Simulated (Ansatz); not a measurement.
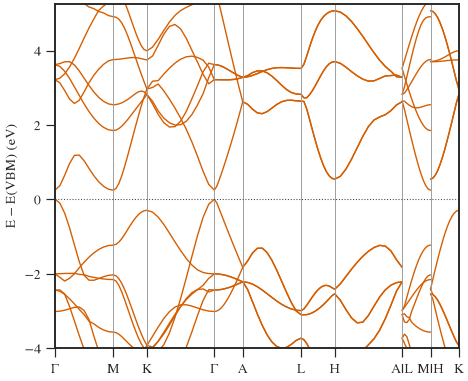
Figure. Band structure from DFT-r²SCAN in the program Ansatz with PAW potentials

**Question.** Read off the gap and where the band edges lie.

**Answer.** About 0.2 eV (0.25 eV by a search for the band edges); maximum at Γ, minimum at M.

**Question.** Pick the material that matches.
A. Si, P6_3/mmc (Si on 4f)
B. PbS, NiAs type
C. BP, wurtzite
D. CdTe, wurtzite

**Answer.** B, PbS, NiAs type

The start of the workflow was typed in or built on a structure type; neither database checked (COD, Materials Project) lists it. It is not the phase usual at ambient conditions (space group No. 225). The r²SCAN relaxation kept the symmetry of its start; whether a distortion lowers the energy is not shown. Scalar-relativistic: spin–orbit coupling is off unless named, which matters more the heavier the elements.

Potentials: the earlier of the program's two PAW sets.
